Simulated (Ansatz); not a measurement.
**Au (Fm-3m): phonon-mediated transition temperature**

Wanted: λ, ω_log and Tc of Au (Fm-3m). The cell shown first is a relaxed one, from steps not shown here.

Calculated with Ansatz 0.2.0; DFT PBE, scalar-relativistic, plane waves, PAW, in the first sound run; inputs show where later runs differ.

**1. The cell after earlier relaxation steps**

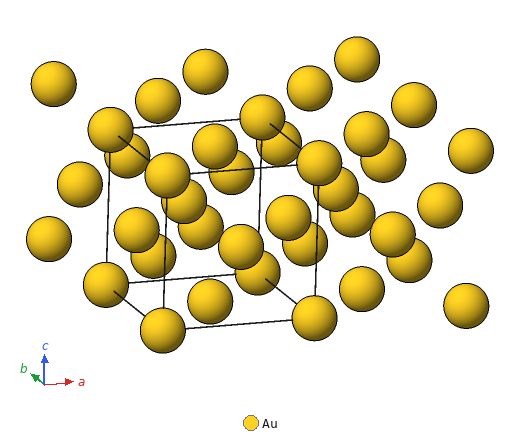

The starting structure, seen slightly off an axis (gold yellow). 2×2×1 cells are drawn. This picture shows the conventional cell, with its axes. Some periodic images of atoms are drawn too.

**2. Electron–phonon run: finite displacements**

The run that gives the couplings also evaluates McMillan's and Allen and Dynes's formulas and, where asked, the Eliashberg equations, over a range of μ*.

Contents of input.yaml:

```yaml
crystal:
  lattice:
    - [0.0, 2.0796649828, 2.0796649828]
    - [2.0796649828, 0.0, 2.0796649828]
    - [2.0796649828, 2.0796649828, 0.0]
  atoms:
    - { symbol: Au, position: [0.0, 0.0, 0.0] }
kpoints:
  mp_grid: { grid: [9, 9, 9] }
hamiltonian:
  xc: pbe
scf:
  occupations: { method: methfessel_paxton, width: 0.2 }
output:
  eigenvalues: true
phonons:
  method: fd
  supercell: [3, 3, 3]
  temperatures: { t_max: 1000, t_step: 50 }
  qpath:
    path:
      - [[0.0, 0.0, 0.0], [0.5, 0.0, 0.5], [0.625, 0.25, 0.625]]
      - [[0.375, 0.375, 0.75], [0.0, 0.0, 0.0], [0.5, 0.5, 0.5], [0.5, 0.25, 0.75], [0.5, 0.0, 0.5]]
    npoints: 10
  electrical_resistivity:
    mesh: [16, 16, 16]
    temperatures: [20.0, 50.0, 80.0, 100.0, 150.0, 200.0, 273.0, 300.0, 400.0, 500.0, 600.0, 800.0]
  superconductivity: { mesh: [16, 16, 16], eliashberg_equations: false }
```

Started as:

```bash
$ ansatz run input.yaml --threads 4 --pin off --max-ram 10240MiB --backend cpu --events-out ev --progress --plain --runs-dir out
```

Numbers of over 12 decimals in the logs are rounded to 6 here.

The program printed:

```text
Engine: ansatz 0.2.0, aarch64-unknown-linux-gnu
Pseudopotentials: kind: paw
Pseudopotential: Au, paw, valence charge 19, recommended cutoff 420 eV (normal), Au.paw.azcp
Functional definition: PBE
  parameter kappa = 0.804
  parameter beta = 0.066725
  exchange = pbe_x(kappa = kappa, mu = beta*pi^2/3)
  correlation = pbe_c(beta = beta)
Crystal: 27 atoms, lattice volume = 485.706 Å³
Basis set: ecut = 420 eV, 9409 PW (Γ), exchange–correlation on 120×120×120 points (8 copies of the dense FFT grid, shifted against one another)
Bands: 378, of which v1, the nominal top of the filled ones, is band 257 counted from 1 (256 counted from 0)
Symmetry: 1296 space group operations
k-points: 4 of 27
Non-local potential: Au, projectors of the file, l = 0: 3, l = 1: 2, l = 2: 2, l = 3: 1
PAW form: soft (Blöchl's): semilocal exchange-correlation on the pseudo side does not see the compensation charge
PAW one-centre angular grid: Au, 590 points (default); XC on 64 Gauss nodes
Initial density: handed on by an earlier stage of this run
Initial wavefunctions: those handed on with the density
Functional: x = pbe(κ = 0.804, μ = 0.219515), c = pbe(β = 0.066725)
SCF iter   1: F=—  HF=-355032.500858 eV  |F-HF|=—  |Δ(HF+E_count)|=         —  Δρ=3.43e-8  dr2=6.59e-12  ethr=1.00e-12  ⟨swp⟩=3.0  Hψ=3538  notcnv=0
preconditioner: auto → Resta (q_TF=auto, 2.753 Å⁻¹)  ε∞=4.5  [insulator: Δε(μ)=0.557 eV  Ē_g=15.466 eV  σ=0.200 eV  W_gap=0.61  n_scr=168 (ndim 8)  ℏωp=29.0 eV  f_vac=0.000  D(μ)=0.99/eV (n_scr^D=0)  ε∞_Penn≈4.5]
SCF iter   2: F=-355032.500858 eV  HF=-355032.500858 eV  |F-HF|=2.33e-10  |Δ(HF+E_count)|=  1.75e-10  S|Δr|=    0.00e0  Δρ=1.89e-8  dr2=1.82e-12  ethr=1.00e-12  ⟨swp⟩=2.0  Hψ=2556  notcnv=0
SCF 1 converged in 2 iterations: F = -355032.500858 eV  dr2 = 1.82e-12
  greatest PAW one-centre occupation: 1.000 electrons in one spin orbital (limit 2), on the Au atom at site 26 (counted from 0), in its partial waves of l = 0
Symmetry: 8 space group operations
k-points: 6 of 27 (time reversal used)
iter 1 solved again at ethr=1.08e-8 eV; its pass at ethr=3.10e-3 eV (dr2=5.52e-5 eV) is discarded
SCF iter   1: F=—  HF=-355032.502364 eV  |F-HF|=—  |Δ(HF+E_count)|=         —  Δρ=3.75e-5  dr2=4.65e-6  ethr=1.08e-8  ⟨swp⟩=2.5  Hψ=7781  notcnv=0  defer=7
SCF iter   2: F=—  HF=-355032.500841 eV  |F-HF|=—  |Δ(HF+E_count)|=   1.52e-3  S|Δr|=    0.00e0  Δρ=2.03e-5  dr2=1.25e-6  ethr=9.06e-10  ⟨swp⟩=2.0  Hψ=2426  notcnv=0  defer=7
SCF iter   3: F=—  HF=-355032.500841 eV  |F-HF|=—  |Δ(HF+E_count)|=   2.44e-7  S|Δr|=    0.00e0  Δρ=2.06e-6  dr2=1.81e-8  ethr=2.43e-10  ⟨swp⟩=2.2  Hψ=2751  notcnv=0  defer=7
SCF iter   4: F=—  HF=-355032.500841 eV  |F-HF|=—  |Δ(HF+E_count)|=  6.98e-10  S|Δr|=    0.00e0  Δρ=7.03e-7  dr2=2.56e-9  ethr=3.53e-12  ⟨swp⟩=2.0  Hψ=2979  notcnv=0  defer=7
SCF iter   5: F=—  HF=-355032.500841 eV  |F-HF|=—  |Δ(HF+E_count)|=  5.24e-10  S|Δr|=    0.00e0  Δρ=1.79e-7  dr2=1.25e-10  ethr=1.00e-12  ⟨swp⟩=2.0  Hψ=2492  notcnv=0  defer=7
SCF iter   6: F=-355032.500841 eV  HF=-355032.500841 eV  |F-HF|=5.82e-11  |Δ(HF+E_count)|=  5.82e-11  S|Δr|=    0.00e0  Δρ=2.27e-8  dr2=2.78e-12  ethr=1.00e-12  ⟨swp⟩=4.7  Hψ=8109  notcnv=0
SCF 2 converged in 6 iterations: F = -355032.500841 eV  dr2 = 2.78e-12
  greatest PAW one-centre occupation: 1.000 electrons in one spin orbital (limit 2), on the Au atom at site 15 (counted from 0), in its partial waves of l = 0
Crystal: 1 atoms, lattice volume = 17.989 Å³
Basis set: ecut = 420 eV, 339 PW (Γ), exchange–correlation on 40×40×40 points (8 copies of the dense FFT grid, shifted against one another)
Bands: 14, of which v1, the nominal top of the filled ones, is band 10 counted from 1 (9 counted from 0)
Symmetry: 48 space group operations
k-points: 35 of 729
Initial density: superposition of atomic densities (neutral atoms: chi_scale 0, normalization atom), corrected by the library's trained network
Initial wavefunctions: pseudopotential atomic-orbital guess
SCF iter   1: F=—  HF=-13149.351441 eV  |F-HF|=—  |Δ(HF+E_count)|=         —  Δρ=1.56e-3  dr2=1.24e-4  ethr=1.77e-3  ⟨swp⟩=4.1  Hψ=2313  notcnv=0
preconditioner: auto → none  [insulator: Δε(μ)=0.558 eV  Ē_g=15.491 eV  σ=0.200 eV  W_gap=0.61  n_scr=8 (ndim 8)  ℏωp=29.0 eV  f_vac=0.000  D(μ)=0.04/eV (n_scr^D=0)  ε∞_Penn≈4.5]
SCF iter   2: F=—  HF=-13149.351810 eV  |F-HF|=—  |Δ(HF+E_count)|=   3.69e-4  S|Δr|=    0.00e0  Δρ=8.03e-4  dr2=3.04e-5  ethr=6.53e-7  ⟨swp⟩=2.7  Hψ=1097  notcnv=0
SCF iter   3: F=—  HF=-13149.351886 eV  |F-HF|=—  |Δ(HF+E_count)|=   7.66e-5  S|Δr|=    0.00e0  Δρ=2.46e-4  dr2=1.06e-5  ethr=1.60e-7  ⟨swp⟩=2.0  Hψ=678  notcnv=0
SCF iter   4: F=—  HF=-13149.351883 eV  |F-HF|=—  |Δ(HF+E_count)|=   3.23e-6  S|Δr|=    0.00e0  Δρ=3.52e-5  dr2=1.35e-7  ethr=5.60e-8  ⟨swp⟩=2.1  Hψ=662  notcnv=0
SCF iter   5: F=—  HF=-13149.351884 eV  |F-HF|=—  |Δ(HF+E_count)|=   5.45e-7  S|Δr|=    0.00e0  Δρ=7.57e-6  dr2=3.29e-9  ethr=7.09e-10  ⟨swp⟩=2.1  Hψ=696  notcnv=0
SCF iter   6: F=—  HF=-13149.351884 eV  |F-HF|=—  |Δ(HF+E_count)|=   4.59e-9  S|Δr|=    0.00e0  Δρ=6.73e-7  dr2=7.33e-11  ethr=1.73e-11  ⟨swp⟩=2.0  Hψ=669  notcnv=0
SCF iter   7: F=-13149.351884 eV  HF=-13149.351884 eV  |F-HF|=1.46e-11  |Δ(HF+E_count)|=  9.09e-12  S|Δr|=    0.00e0  Δρ=2.86e-7  dr2=1.60e-11  ethr=1.00e-12  ⟨swp⟩=2.0  Hψ=886  notcnv=0
SCF 3 converged in 7 iterations: F = -13149.351884 eV  dr2 = 1.60e-11
  greatest PAW one-centre occupation: 1.000 electrons in one spin orbital (limit 2), on the Au atom at site 0 (counted from 0), in its partial waves of l = 0
NSCF: frozen V_eff on 35 k-points
NSCF: frozen V_eff on 72 k-points
[...]
SCF converged after 2 iterations
Stability not checked: this state was not tested for a lower state beside it, because cold or Methfessel-Paxton smearing, or corrected tetrahedra, fill the levels in a way that the test cannot read (fill_not_monotonic; see scf.lower_state_search)
Free energy (F): -355032.500858 eV
Harris-Foulkes:  -355032.500858 eV  (|F-HF|=2.33e-10)
Internal energy: -355032.515399 eV  (E = F + TS)
E sigma→0 (E₀):  -355032.504493 eV
Entropy (-TS):   0.014541 eV (0.539 meV/atom)
Fermi energy:    19.368267 eV
--- Per-component energies (eV) ---
  E_band       = -6212.073903
  E_kinetic    = 16310.274577
  E_local      = -48182.344738  (includes V_loc(G=0)·N_el)
  E_nonlocal   = 2008.139160
  E_hartree    = 20416.691954
  E_xc         = -6146.656626
  E_vxc        = -7418.189691  (∫ρ·V_xc dr)
  E_paw        = -262082.360347  (= ΣΔE_a)
  E_vpaw       = -9763.374794  (= ΣTr[D̂ρ^β])
  E_aug_tail   = 0.037357  (compensation charges beyond the density's cutoff)
  E_ewald      = -77356.296735
[...]
500.00      5.0146e0             yes      5.0146e0      5.0146e0      5.0146e0        5.2769e0          5.1312e0
    600.00      6.0352e0             yes      6.0352e0      6.0352e0      6.0352e0        6.3541e0          6.1744e0
    800.00      8.0835e0             yes      8.0835e0      8.0835e0      8.0834e0        8.5229e0          8.2657e0
  mean free path at 20 K (of a tensor a third of its trace): 3726 nm by what each carries, 3000 by the Fermi surface alone
  Hall coefficient in a weak field at 20 K (a third of the trace): -9.504e-11 m³/C (as a tensor it moves by 0.9 % between the two finest meshes); by each state's relaxation time: -9.268e-11 m³/C; by a constant relaxation time: -8.646e-11 m³/C
  mean free path at 50 K (of a tensor a third of its trace): 285 nm by what each carries, 262 by the Fermi surface alone
  Hall coefficient in a weak field at 50 K (a third of the trace): -8.721e-11 m³/C (as a tensor it moves by 0.6 % between the two finest meshes); by each state's relaxation time: -8.329e-11 m³/C; by a constant relaxation time: -8.646e-11 m³/C
  mean free path at 80 K (of a tensor a third of its trace): 134 nm by what each carries, 128 by the Fermi surface alone
  Hall coefficient in a weak field at 80 K (a third of the trace): -8.315e-11 m³/C (as a tensor it moves by 0.8 % between the two finest meshes); by each state's relaxation time: -8.113e-11 m³/C; by a constant relaxation time: -8.638e-11 m³/C
  mean free path at 100 K (of a tensor a third of its trace): 100 nm by what each carries, 96.2 by the Fermi surface alone
  Hall coefficient in a weak field at 100 K (a third of the trace): -8.230e-11 m³/C (as a tensor it moves by 1.2 % between the two finest meshes); by each state's relaxation time: -8.066e-11 m³/C; by a constant relaxation time: -8.632e-11 m³/C
  mean free path at 150 K (of a tensor a third of its trace): 62.6 nm by what each carries, 60.5 by the Fermi surface alone
  Hall coefficient in a weak field at 150 K (a third of the trace): -8.162e-11 m³/C (as a tensor it moves by 1.7 % between the two finest meshes); by each state's relaxation time: -8.031e-11 m³/C; by a constant relaxation time: -8.622e-11 m³/C
  mean free path at 200 K (of a tensor a third of its trace): 46.0 nm by what each carries, 44.4 by the Fermi surface alone
  Hall coefficient in a weak field at 200 K (a third of the trace): -8.146e-11 m³/C (as a tensor it moves by 1.8 % between the two finest meshes); by each state's relaxation time: -8.025e-11 m³/C; by a constant relaxation time: -8.619e-11 m³/C
  mean free path at 273 K (of a tensor a third of its trace): 33.2 nm by what each carries, 32.2 by the Fermi surface alone
  Hall coefficient in a weak field at 273 K (a third of the trace): -8.142e-11 m³/C (as a tensor it moves by 1.8 % between the two finest meshes); by each state's relaxation time: -8.026e-11 m³/C; by a constant relaxation time: -8.619e-11 m³/C
  mean free path at 300 K (of a tensor a third of its trace): 30.2 nm by what each carries, 29.2 by the Fermi surface alone
  Hall coefficient in a weak field at 300 K (a third of the trace): -8.142e-11 m³/C (as a tensor it moves by 1.8 % between the two finest meshes); by each state's relaxation time: -8.027e-11 m³/C; by a constant relaxation time: -8.620e-11 m³/C
  mean free path at 400 K (of a tensor a third of its trace): 22.5 nm by what each carries, 21.7 by the Fermi surface alone
  Hall coefficient in a weak field at 400 K (a third of the trace): -8.149e-11 m³/C (as a tensor it moves by 1.7 % between the two finest meshes); by each state's relaxation time: -8.032e-11 m³/C; by a constant relaxation time: -8.622e-11 m³/C
  mean free path at 500 K (of a tensor a third of its trace): 17.9 nm by what each carries, 17.3 by the Fermi surface alone
  Hall coefficient in a weak field at 500 K (a third of the trace): -8.160e-11 m³/C (as a tensor it moves by 1.6 % between the two finest meshes); by each state's relaxation time: -8.037e-11 m³/C; by a constant relaxation time: -8.624e-11 m³/C
  mean free path at 600 K (of a tensor a third of its trace): 14.9 nm by what each carries, 14.4 by the Fermi surface alone
  Hall coefficient in a weak field at 600 K (a third of the trace): -8.173e-11 m³/C (as a tensor it moves by 1.5 % between the two finest meshes); by each state's relaxation time: -8.044e-11 m³/C; by a constant relaxation time: -8.626e-11 m³/C
  mean free path at 800 K (of a tensor a third of its trace): 11.1 nm by what each carries, 10.8 by the Fermi surface alone
  Hall coefficient in a weak field at 800 K (a third of the trace): -8.203e-11 m³/C (as a tensor it moves by 1.4 % between the two finest meshes); by each state's relaxation time: -8.058e-11 m³/C; by a constant relaxation time: -8.629e-11 m³/C
  the resistivity times a path that all electrons share, by the Fermi surface of the deck's mesh alone (a third of the trace): 8.691e-16 Ω·m²
  not converged in the mesh (λ; λ_tr; the resistivity at 20 K by 8.35 %; the resistivity at 50 K by 3.58 %; the resistivity at 80 K by 2.69 %; the resistivity at 100 K by 2.48 %; the resistivity at 150 K by 2.27 %; the resistivity at 200 K by 2.18 %; the resistivity at 273 K by 2.08 %; the resistivity at 300 K by 2.05 %): between neighbouring meshes, the two finest first, λ moves by 4.23 % and 13.74 %, λ_tr by 7.30 % and 19.86 % and the resistivity by up to 8.35 % and 4.84 %; an estimate, no bound, puts it up to 5.0e-7 % above the Boltzmann equation's exact value after up to 5 iterations (at most 30 are made, fewer where the estimate is under 1.0e-6 % of each spin channel's own resistivity)
  vibrations of 27 cells: unjudged by the run; compare a larger repeat
  the changes of the potential over all sites missed a rigid shift's by 0.00 % (the site terms' by 0.03 %)
  at the force constants' own smearing the fine mesh and the k-points of their solves give squared frequencies that differ by 4.3 % of the larger at the most, at (0, 0.3333, -0.3333)
--- Superconductivity: potentials and phonons of a 3×3×3 supercell ---
  pairing by harmonic phonons, in the closed forms alone; spin fluctuations are left out, and so is spin–orbit coupling
           mesh         λ    ħω_log (meV)  μ* declared at (meV)
       16×16×16    0.1990           8.160                9.674
          8×8×8    0.2074           8.132                9.555
          4×4×4    0.2359           7.992                9.386
  λ by the species' shares of the modes' patterns: Au 0.1990
  transition temperature on the deck's mesh (K), isotropic and anisotropic, restricted to the Fermi surface (FSR) and over the full bandwidth (FBW), and the last with the density of states resolved in a narrower window:
        μ*   McMillan   Allen–Dynes      iso. FSR      iso. FBW    aniso. FSR    aniso. FBW  narrow window
      0.08      0.001         0.001             -             -             -             -              -
      0.10      0.000         0.000             -             -             -             -              -
      0.12      0.000         0.000             -             -             -             -              -
      0.13      0.000         0.000             -             -             -             -              -
      0.14      0.000         0.000             -             -             -             -              -
      0.16      0.000         0.000             -             -             -             -              -
      0.20          -             -             -             -             -             -              -
  not judged without the Eliashberg equations: between neighbouring meshes, the two finest first, λ moves by 4.23 % and 13.74 %
  vibrations of 27 cells: unjudged by the run; compare a larger repeat
  the changes of the potential over all sites missed a rigid shift's by 0.00 % (the site terms' by 0.03 %)
  at the force constants' own smearing the fine mesh and the k-points of their solves give squared frequencies that differ by 4.3 % of the larger at the most, at (0, 0.3333, -0.3333)
```

The job ended after 92 s (4 threads of Arm Neoverse V1, shared host; peak memory 3.9 GiB).

The column dr2 measures how far the density is from self-consistency, as an energy; F and HF (Harris–Foulkes) agree once it is small.

Numbers from this step:

- volume per atom: 17.99 Å³
- metallic on mesh: yes
- gap on the k-mesh: 0 eV
- zero point energy: 0.01511 eV/cell
- share of imaginary modes in the plain interpolation between solved wavevectors: 0
- highest frequency, solved or plainly interpolated: 135 cm⁻¹
- Debye temperature (second moment): 160 K
- resistivity at 300 K: 2.978 μΩ cm
- coupling constant λ: 0.199
- density of states at the Fermi level: 0.1467 states/eV a spin and cell
- log mean phonon energy ħω_log: 8.16 meV
- transport coupling constant λ_tr: 0.1985, 0.1985, 0.1985 (xx, yy, zz)
- Drude plasma energy: 8.709, 8.709, 8.709 eV (xx, yy, zz)
- resistivity times mean free path: 8.691, 8.691, 8.691 × 10⁻¹⁶ Ω m² (xx, yy, zz)
- second-moment phonon energy ħω₂: 9.674 meV
- coupling λ by branch: 0.0743, 0.0834, 0.0414 (branches by rank of frequency)

An empty cell: under 1 mK by a formula, or no transition down to the floor of the Eliashberg search. Transition temperatures:

| μ* | McMillan Tc (K) | Allen–Dynes Tc (K) |
| --- | --- | --- |
| 0.08 | - | - |
| 0.1 | - | - |
| 0.12 | - | - |
| 0.13 | - | - |
| 0.14 | - | - |
| 0.16 | - | - |
| 0.2 | - | - |

(Continued in part 2 of 2.)

[Logs are printed without paths, hosts, clocks, repeated set-up lines and the standing remarks that a program may print on its own settings, such as how far it seeks lower states.]

[Hosts, paths, dates, database ids (printed as entryN), source tags and the programs' standing remarks are cut or masked in the printed files.]
